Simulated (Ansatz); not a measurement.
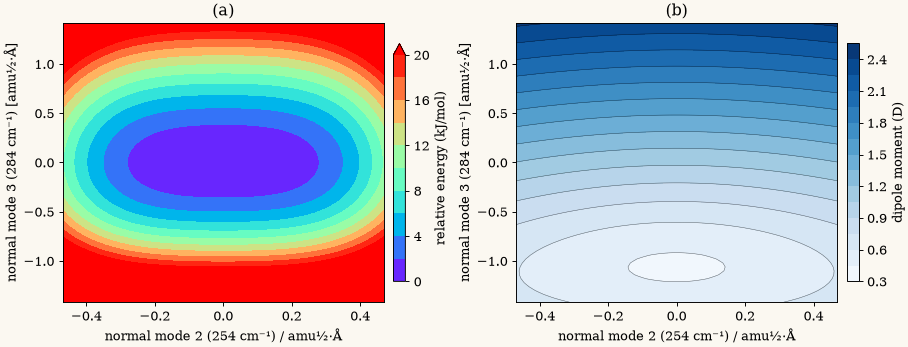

BrGaHS, SMILES [SH][Ga][Br], spin multiplicity 2. 
- The first coordinate is: normal mode 2 (254 cm⁻¹); the second: normal mode 3 (284 cm⁻¹).
- Nothing is relaxed (straight displacements along the two mass-weighted modes).
- Grid: 15 × 15 points; 120 points were computed and 105 follow by symmetry.
- All energies are given in kJ/mol relative to the lowest grid point.
- Method: UHF/def2-SVP in Ansatz.

Panel (a) is the energy and panel (b) the computed dipole moment on the same grid.

In the figure: filled contours, one colour for all values above the top of the scale. Between grid points the surface is interpolated.

**How does the dipole moment vary over the map, and what is it at the lowest grid point?**

Leaving out the highest fifth of the energies, it runs from 0.43 D at normal mode 2 (254 cm⁻¹) = 0.000 amu½·Å, normal mode 3 (284 cm⁻¹) = −1.015 amu½·Å to 2.37 D at normal mode 2 (254 cm⁻¹) = −0.201 amu½·Å, normal mode 3 (284 cm⁻¹) = 1.421 amu½·Å. At the lowest grid point, normal mode 2 (254 cm⁻¹) = 0.000 amu½·Å, normal mode 3 (284 cm⁻¹) = 0.000 amu½·Å, it is 1.07 D.

```
normal mode 3 (284 cm⁻¹) ↓, normal mode 2 (254 cm⁻¹) →  −0.469  −0.402  −0.335  −0.268  −0.201  −0.134  −0.067  0.000  0.067  0.134  0.201  0.268  0.335  0.402  0.469
                                                 1.421    2.43    2.41    2.40    2.38    2.37    2.36    2.35   2.35   2.35   2.36   2.37   2.38   2.40   2.41   2.43
                                                 1.218    2.25    2.23    2.21    2.20    2.19    2.18    2.17   2.17   2.17   2.18   2.19   2.20   2.21   2.23   2.25
                                                 1.015    2.07    2.05    2.03    2.01    2.00    1.99    1.99   1.98   1.99   1.99   2.00   2.01   2.03   2.05   2.07
                                                 0.812    1.89    1.87    1.85    1.83    1.82    1.81    1.80   1.80   1.80   1.81   1.82   1.83   1.85   1.87   1.89
                                                 0.609    1.71    1.69    1.67    1.65    1.63    1.62    1.62   1.61   1.62   1.62   1.63   1.65   1.67   1.69   1.71
                                                 0.406    1.54    1.51    1.49    1.47    1.45    1.44    1.43   1.43   1.43   1.44   1.45   1.47   1.49   1.51   1.54
                                                 0.203    1.36    1.34    1.31    1.29    1.27    1.26    1.25   1.25   1.25   1.26   1.27   1.29   1.31   1.34   1.36
                                                 0.000    1.20    1.17    1.14    1.12    1.10    1.09    1.08   1.07   1.08   1.09   1.10   1.12   1.14   1.17   1.20
                                                −0.203    1.04    1.00    0.98    0.95    0.93    0.92    0.91   0.90   0.91   0.92   0.93   0.95   0.98   1.00   1.04
                                                −0.406    0.89    0.86    0.82    0.80    0.77    0.76    0.75   0.74   0.75   0.76   0.77   0.80   0.82   0.86   0.89
                                                −0.609    0.76    0.72    0.69    0.66    0.63    0.61    0.60   0.60   0.60   0.61   0.63   0.66   0.69   0.72   0.76
                                                −0.812    0.67    0.63    0.59    0.55    0.53    0.51    0.49   0.49   0.49   0.51   0.53   0.55   0.59   0.63   0.67
                                                −1.015    0.61    0.57    0.53    0.50    0.47    0.45    0.44   0.43   0.44   0.45   0.47   0.50   0.53   0.57   0.61
                                                −1.218    0.61    0.58    0.54    0.51    0.49    0.47    0.46   0.45   0.46   0.47   0.49   0.51   0.54   0.58   0.61
                                                −1.421    0.67    0.64    0.61    0.59    0.56    0.55    0.54   0.54   0.54   0.55   0.56   0.59   0.61   0.64   0.67
```
